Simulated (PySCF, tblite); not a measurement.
**C6H14O2Si: geometry, infrared bands and NMR shifts**

Aim: predict the infrared bands and NMR shifts of C6H14O2Si (`CC(C)(C)[SiH]1OCCO1`).

Programs: tblite 0.8.0 and PySCF 2.14.0, with density-fitted response routines of our own. Each step states its level of theory. These are calculated values for one molecule in the gas phase, unless marked as measured. Atoms are numbered from 0 throughout.

## (1) Starting geometry

23 atoms, charge 0, multiplicity 1; geometry from: force field or distance geometry start.

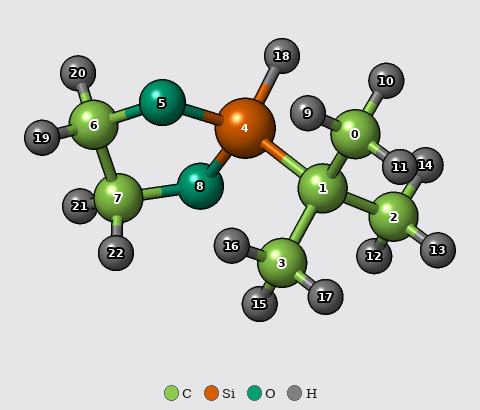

As it starts; carbon green, silicon orange, oxygen teal, hydrogen grey, atoms numbered.

## (2) Optimising the geometry with GFN2-xTB

What the job is given:

```
{"job": {"kind": "relax", "xc": "GFN2-xTB", "basis": "xTB"}, "charge": 0, "multiplicity": 1}
C     -2.007100     1.270500    -0.054100
C     -1.173800    -0.007200     0.076200
C     -1.907900    -1.002800     1.012700
C     -1.019100    -0.650100    -1.318200
Si     0.585100     0.414800     0.845000
O      1.497000     1.386500    -0.188100
C      2.806300     0.791400    -0.280600
C      2.623100    -0.720500    -0.105200
O      1.612200    -0.921400     0.897100
H     -1.540700     2.000100    -0.714300
H     -2.172000     1.759800     0.914900
H     -3.008700     1.045500    -0.467200
H     -1.370100    -1.938200     1.135000
H     -2.900800    -1.246100     0.600200
H     -2.071600    -0.569800     2.012600
H     -0.449300    -1.590700    -1.249400
H     -0.502200     0.014000    -2.006500
H     -1.999500    -0.899500    -1.740500
H      0.474300     1.040700     2.182200
H      3.266100     1.035400    -1.235300
H      3.432800     1.208400     0.525300
H      3.544800    -1.213900     0.198200
H      2.276400    -1.179900    -1.029900
```

Started as:

```sh
> OMP_NUM_THREADS=1 python probes_run.py task.json out
```

One launch serves the whole session: the jobs run in the order shown.

What it wrote:

```text
step      E/eV     max force
  0    -814.62355    1.524
  1    -814.71327    0.812
  2    -814.75665    0.365
  3    -814.77174    0.272
  4    -814.78522    0.297
  5    -814.79310    0.248
  6    -814.80393    0.273
  7    -814.80963    0.172
  8    -814.81267    0.137
  9    -814.81485    0.127
 10    -814.81806    0.196
 11    -814.82204    0.223
 12    -814.82586    0.171
 13    -814.82831    0.101
 14    -814.82981    0.082
 15    -814.83102    0.087
 16    -814.83219    0.088
 17    -814.83337    0.092
 18    -814.83460    0.098
 19    -814.83588    0.075
 20    -814.83712    0.080
 21    -814.83822    0.068
 22    -814.83919    0.065
 23    -814.84013    0.064
 24    -814.84107    0.066
 25    -814.84193    0.068
 26    -814.84267    0.053
 27    -814.84335    0.057
 28    -814.84404    0.056
 29    -814.84475    0.062
 30    -814.84545    0.060
 31    -814.84619    0.062
 32    -814.84707    0.072
 33    -814.84817    0.073
 34    -814.84929    0.067
 35    -814.85016    0.075
 36    -814.85078    0.061
 37    -814.85130    0.057
 38    -814.85182    0.060
 39    -814.85236    0.053
 40    -814.85293    0.061
 41    -814.85356    0.049
 42    -814.85420    0.049
 43    -814.85465    0.060
 44    -814.85491    0.046
 45    -814.85516    0.033
 46    -814.85540    0.032
 47    -814.85564    0.032
 48    -814.85588    0.033
 49    -814.85606    0.038
 50    -814.85623    0.037
 51    -814.85648    0.041
 52    -814.85679    0.041
 53    -814.85710    0.050
 54    -814.85737    0.050
 55    -814.85764    0.038
 56    -814.85790    0.029
 57    -814.85811    0.025
 58    -814.85822    0.028
 59    -814.85831    0.024
 60    -814.85839    0.020
 61    -814.85848    0.018
 62    -814.85853    0.015
 63    -814.85858    0.019
 64    -814.85862    0.021
 65    -814.85869    0.019
 66    -814.85876    0.020
 67    -814.85882    0.024
 68    -814.85889    0.021
 69    -814.85898    0.022
 70    -814.85906    0.020
 71    -814.85911    0.015
 72    -814.85914    0.013
 73    -814.85916    0.011
 74    -814.85918    0.013
 75    -814.85920    0.009
```

Run time: 0.56 s. Hardware: 1 thread of Arm Neoverse V2, shared host; peak memory 0.18 GiB.

The steps of the relaxation: (not every step is listed)

```csv
step,energy from step 0 (eV),largest force (eV/Å)
0,0.0000,1.5236
1,-0.0897,0.8119
2,-0.1331,0.3651
3,-0.1482,0.2715
4,-0.1617,0.2972
5,-0.1695,0.2475
6,-0.1804,0.2729
7,-0.1861,0.1722
8,-0.1891,0.1369
14,-0.2063,0.0817
20,-0.2136,0.0799
26,-0.2191,0.0532
32,-0.2235,0.0724
38,-0.2283,0.0598
44,-0.2314,0.0456
50,-0.2327,0.0369
56,-0.2343,0.0293
62,-0.2350,0.0147
68,-0.2353,0.0210
70,-0.2355,0.0201
71,-0.2356,0.0150
72,-0.2356,0.0132
73,-0.2356,0.0112
74,-0.2356,0.0130
75,-0.2356,0.0094
```

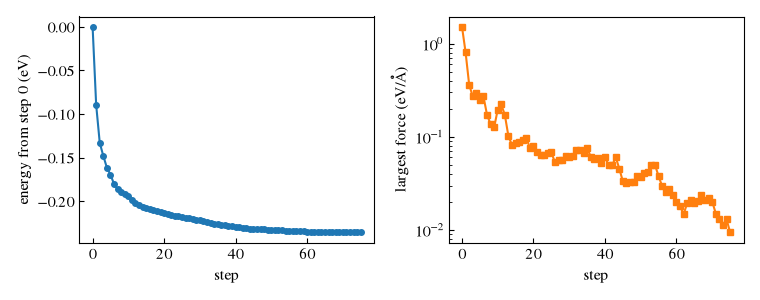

Energy and force, step by step.

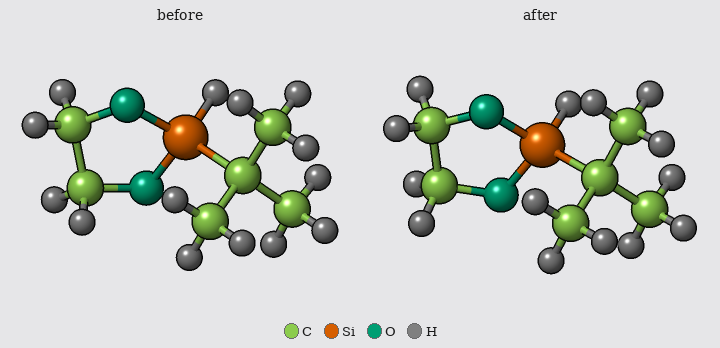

The geometry before (left) and after (right).

Distances of close pairs at the start and the end, largest changes first:

```csv
bond,before (Å),after (Å),change (Å)
C1–Si4,1.965,1.899,-0.067
O5–C6,1.441,1.395,-0.046
Si4–O5,1.686,1.642,-0.044
Si4–O8,1.686,1.643,-0.044
C7–O8,1.438,1.398,-0.040
C1–C2,1.552,1.527,-0.024
C0–H11,1.107,1.090,-0.017
Si4–H18,1.481,1.465,-0.015
```

The end geometry stands in the next job.

## (3) Vibrational analysis with GFN2-xTB

What the job is given:

```
{"job": {"kind": "ir", "xc": "GFN2-xTB", "basis": "xTB"}, "charge": 0, "multiplicity": 1}
C     -1.953302     1.291214    -0.019577
C     -1.191947    -0.031382     0.056388
C     -1.939019    -0.979173     0.992265
C     -1.125898    -0.654211    -1.341233
Si     0.543815     0.288820     0.755935
O      1.421162     1.273505    -0.222150
C      2.735606     0.814841    -0.317352
C      2.737553    -0.694594    -0.002125
O      1.567181    -0.994863     0.700529
H     -1.436726     1.992087    -0.669727
H     -2.035066     1.741243     0.966691
H     -2.958689     1.131391    -0.408133
H     -1.412816    -1.926165     1.079777
H     -2.942977    -1.173961     0.615824
H     -2.024603    -0.546359     1.986006
H     -0.603538    -1.608520    -1.310931
H     -0.603765     0.006612    -2.030285
H     -2.131441    -0.825745    -1.725768
H      0.538084     0.803201     2.127841
H      3.108083     1.022020    -1.322446
H      3.352171     1.351170     0.411015
H      3.600436    -0.967115     0.610069
H      2.750942    -1.287030    -0.922534
```

What it wrote:

```text
mode    cm-1     km/mol
  1      33.7      0.08
  2      74.9      3.37
  3      94.4      0.26
  4     116.5      0.43
  5     188.8     14.03
  6     213.7      0.02
  7     245.1      0.04
  8     258.5      4.58
  9     265.3      0.34
 10     270.1      0.09
 11     358.3     13.53
 12     382.7      0.37
 13     408.6     21.97
 14     495.7     34.03
 15     624.2     37.42
 16     634.3      8.78
 17     659.1     10.76
 18     762.7    146.23
 19     801.0    235.24
 20     836.7    118.13
 21     871.8     27.52
 22     903.1     53.93
 23     959.3     38.66
 24     967.0      0.11
 25     975.9      1.24
 26     976.1      1.29
 27    1036.6      5.49
 28    1039.0      3.62
 29    1092.1     19.08
 30    1097.0     55.98
 31    1119.3    209.33
 32    1196.2      6.78
 33    1201.4      4.63
 34    1227.5      2.18
 35    1228.9      3.14
 36    1253.2      0.45
 37    1301.1     10.04
 38    1315.4      0.26
 39    1403.9      2.96
 40    1410.1      2.16
 41    1429.9      0.61
 42    1474.1      0.34
 43    1489.2      0.02
 44    1494.4      0.08
 45    1497.1      1.07
 46    1501.9      0.19
 47    1509.5      3.39
 48    1510.6      3.53
 49    1519.2      4.27
 50    2257.8    286.22
 51    2915.9      9.05
 52    2929.9     81.88
 53    2956.2     49.24
 54    2968.4     41.42
 55    2996.9      6.98
 56    2999.9      2.00
 57    3005.5    143.30
 58    3021.9     18.88
 59    3027.4     12.49
 60    3030.6     13.17
 61    3036.1    101.02
 62    3040.6     32.89
 63    3043.4     31.56
```

It took 0.9 s on 1 thread of Arm Neoverse V2, shared host; peak memory 0.18 GiB.

Which atoms move in the most intense modes:

```csv
cm⁻¹,km/mol,atoms
763,146.2,H18 76 %
801,235.2,"Si4 37 %, O8 23 %, O5 23 %"
837,118.1,"Si4 33 %, O8 21 %, O5 20 %"
1119,209.3,"C7 30 %, C6 25 %, O8 16 %, O5 13 %"
2258,286.2,H18 97 %
2930,81.9,"H22 51 %, H20 39 %"
3006,143.3,"H11 46 %, H13 31 %, H17 14 %"
3036,101.0,"H10 49 %, H14 21 %, H12 11 %"
```

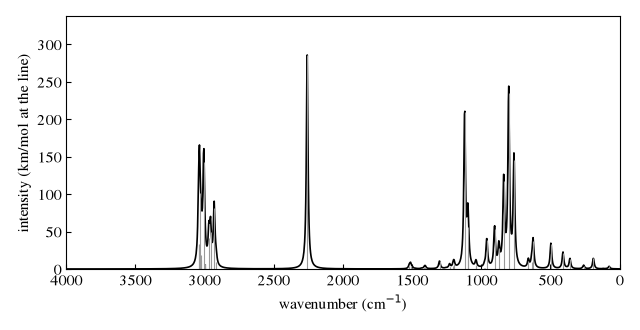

The infrared spectrum from these modes, unscaled. Lines are broadened to a width of 14 cm⁻¹ (Lorentzian).

## (4) NMR shieldings: PBE0/pcSseg-1

The job, as its differences from that of step 3:

```diff
@@ -1,2 +1,2 @@
-{"job": {"kind": "ir", "xc": "GFN2-xTB", "basis": "xTB"}, "charge": 0, "multiplicity": 1}
+{"job": {"kind": "nmr", "xc": "PBE0", "basis": "pcSseg-1"}, "charge": 0, "multiplicity": 1}
 C     -1.953302     1.291214    -0.019577
```

Level: GIAO PBE0/pcSseg-1 NMR shielding, non-relativistic, gas phase.

What it wrote:

```text
coarse grid: 18992 points
cycle   1  E = -676.2083388736  dE =  1.218e+00  |g| = 9.324e-01  |ddm| = 4.142e+00
cycle   2  E = -676.0335406523  dE =  1.748e-01  |g| = 1.354e+00  |ddm| = 1.951e+00
cycle   3  E = -676.3715935288  dE = -3.381e-01  |g| = 9.847e-02  |ddm| = 1.297e+00
cycle   4  E = -676.3731700126  dE = -1.576e-03  |g| = 4.309e-02  |ddm| = 9.935e-02
cycle   5  E = -676.3736091227  dE = -4.391e-04  |g| = 8.364e-03  |ddm| = 4.189e-02
cycle   6  E = -676.3736236989  dE = -1.458e-05  |g| = 2.796e-03  |ddm| = 1.030e-02
cycle   7  E = -676.3736254838  dE = -1.785e-06  |g| = 3.596e-04  |ddm| = 2.511e-03
final grid: 176800 points
cycle   8  E = -676.4496691879  dE = -5.055e-05  |g| = 1.412e-02  |ddm| = 3.329e-02
cycle   9  E = -676.4496325796  dE =  3.661e-05  |g| = 1.977e-02  |ddm| = 2.410e-02
cycle  10  E = -676.4497102327  dE = -7.765e-05  |g| = 1.556e-03  |ddm| = 1.468e-02
cycle  11  E = -676.4497107216  dE = -4.889e-07  |g| = 2.209e-04  |ddm| = 1.404e-03
cycle  12  E = -676.4497107313  dE = -9.722e-09  |g| = 6.915e-05  |ddm| = 2.662e-04
cycle  13  E = -676.4497107323  dE = -9.413e-10  |g| = 2.671e-05  |ddm| = 8.963e-05
converged SCF energy = -676.4497107323

GIAO shielding tensors (ppm)
atom      isotropic    diamagn.    paramagn.     s11        s22        s33       span
  0 C      161.452     249.221     -87.769    146.474    150.127    187.754     41.281
  1 C      164.499     250.951     -86.452    160.458    163.811    169.227      8.769
  2 C      161.161     249.192     -88.030    147.097    148.815    187.572     40.476
  3 C      161.487     249.953     -88.466    146.215    150.483    187.763     41.547
  4 Si     339.550     882.892    -543.341    301.072    344.216    373.364     72.292
  5 O      299.716     400.598    -100.883    252.904    287.357    358.886    105.982
  6 C      121.264     242.869    -121.605     87.343    111.688    164.762     77.419
  7 C      120.764     243.120    -122.356     89.790    108.759    163.743     73.953
  8 O      303.861     400.968     -97.107    248.218    298.795    364.569    116.352
  9 H       30.526      31.941      -1.415     25.478     29.319     36.781     11.303
 10 H       30.746      31.758      -1.012     26.773     28.055     37.410     10.637
 11 H       30.999      31.651      -0.651     27.394     28.449     37.155      9.761
 12 H       30.554      31.775      -1.221     25.611     29.080     36.971     11.360
 13 H       30.963      31.549      -0.587     27.352     28.442     37.094      9.742
 14 H       30.722      31.663      -0.941     26.706     28.037     37.422     10.716
 15 H       30.593      33.009      -2.416     26.043     29.229     36.506     10.463
 16 H       30.579      33.080      -2.501     25.961     29.432     36.343     10.382
 17 H       31.104      32.634      -1.529     27.287     28.693     37.334     10.047
 18 H       26.921      31.900      -4.979     22.925     24.729     33.109     10.184
 19 H       27.445      28.147      -0.702     23.333     25.364     33.638     10.305
 20 H       27.585      27.961      -0.376     22.269     25.585     34.902     12.633
 21 H       27.509      27.240       0.269     23.167     25.356     34.003     10.836
 22 H       27.528      29.697      -2.169     22.830     25.522     34.231     11.401
```

Run time: 37 s. Hardware: 1 thread of Arm Neoverse V2, shared host; peak memory 1.1 GiB.

Shifts follow as δ = σ(reference) − σ, with reference shieldings (ppm) from runs at the same level and on the same kind of geometry: 1H TMS 31.72, 13C TMS 186.9, 29Si TMS 349.2, 17O H2O 336.1. The references are single molecules in the gas phase, so shifts against H2O, NH3, PH3, H3PO4 or CFCl3 are not on the usual liquid scales and can be off by tens of ppm. Atoms listed in one row are averaged.

```csv
atoms,environment,σ (ppm),δ (ppm),δ scaled to CDCl3
"C6, C7",sp3 CH2 bonded to O,121.0,65.9,62.4
"C0, C2, C3",methyl carbon,161.4,25.6,23.0
C1,fully substituted sp3 carbon bonded to Si,164.5,22.4,20.0
H18,"hydrogen on a silicon bonded to C, 2 O, in a 5-membered ring",26.92,4.80,–
"H19, H22",hydrogen on an sp3 CH2 bonded to O,27.49,4.23,4.09
"H20, H21",hydrogen on an sp3 CH2 bonded to O,27.55,4.17,4.04
"H9, H10, H11, H12, H13 and 4 more",hydrogen on a methyl carbon,30.75,0.96,1.01
Si4,"silicon bonded to C, 2 O, H, in a 5-membered ring",339.6,9.6,–
"O5, O8","oxygen bonded to C, Si, in a 5-membered ring",301.8,34.3,–
```

The scaled column applies a straight-line fit of computed shieldings to shifts measured in CDCl3 (root-mean-square error 0.16 ppm for H, 1.9 ppm for C).

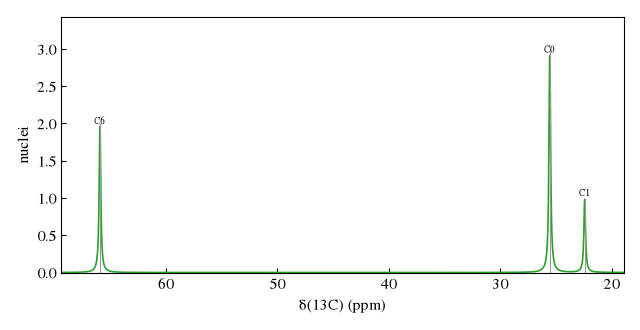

13C lines at the computed shifts, without couplings. Lines are broadened to a width of 0.17 ppm (Lorentzian).

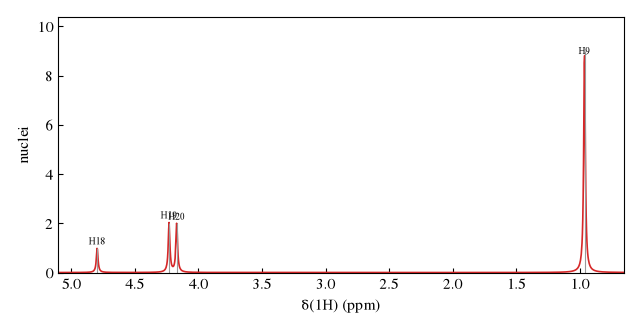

1H lines at the computed shifts, without couplings. Lines are broadened to a width of 0.02 ppm (Lorentzian).

The run also stored atomic charges by several schemes (e):

```csv
atoms,Mulliken,IAO,Hirshfeld,ESP fit
"C0, C2, C3",-0.18,-0.41,-0.12,-0.50
C1,-0.77,-0.23,-0.06,0.31
Si4,1.14,1.30,0.46,0.85
"O5, O8",-0.63,-0.65,-0.24,-0.51
"C6, C7",0.04,-0.07,0.00,0.07
```

Mulliken charges:

C0 -0.18; C1 -0.77; C2 -0.18; C3 -0.19; Si4 1.14; O5 -0.63; C6 0.03; C7 0.04; O8 -0.63; H9 0.12; H10 0.11; H11 0.11; H12 0.12; H13 0.11; H14 0.11; H15 0.12; H16 0.12; H17 0.11; H18 -0.13; H19 0.12; H20 0.11; H21 0.12; H22 0.11

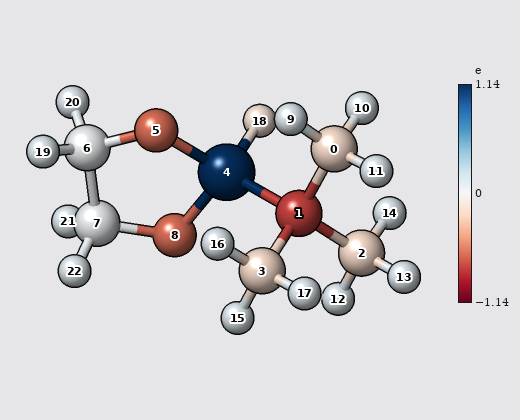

Mulliken charges, as colours on the atoms.

Mayer bond orders: C0–C1 1.01, C1–C2 1.01, C1–C3 1.01, C1–Si4 0.82, Si4–O5 0.96, O5–C6 0.90, C6–C7 1.04, C7–O8 0.90, O8–Si4 0.97.

Ring of atoms Si4, O5, C6, C7, O8: NICS(0) -7.4, NICS(1) -2.6, NICS(1)zz -5.4 ppm (means of both faces).

## (5) Summary of results

| quantity | value |
| --- | --- |
| strongest single infrared mode (GFN2-xTB) | 2258 cm⁻¹, 286 km/mol |
| zero-point energy (GFN2-xTB) | 121.5 kcal/mol |
| 13C shifts against TMS (PBE0/pcSseg-1, means over atoms taken as alike) | 65.9, 25.6, 22.4 ppm |
| 1H shifts against TMS (PBE0/pcSseg-1, means over atoms taken as alike) | 4.80, 4.23, 4.17, 0.96 ppm |
| 29Si shifts against TMS (PBE0/pcSseg-1) | 9.6 ppm |
| 17O shifts against H2O (PBE0/pcSseg-1, means over atoms taken as alike) | 34.3 ppm |

**Reading.** Over 75 steps the energy fell by 0.236 eV; of the close pairs, C1–Si4 changed most, 1.965 to 1.899 Å. No mode is imaginary among the 63: a minimum at this level. The strongest single mode, at 2258 cm⁻¹, moves mainly H18. GFN2-xTB is a fitted tight-binding method: band positions and strengths are rough. Its intensities can rank the bands wrongly. The most deshielded carbon is C6, C7 (mean) (sp3 CH2 bonded to O), at 65.9 ppm: pulled downfield by the heteroatom. At PBE0/pcSseg-1: Shielding is most anisotropic at O5, O8 (span 111 ppm, paramagnetic term -99 ppm).
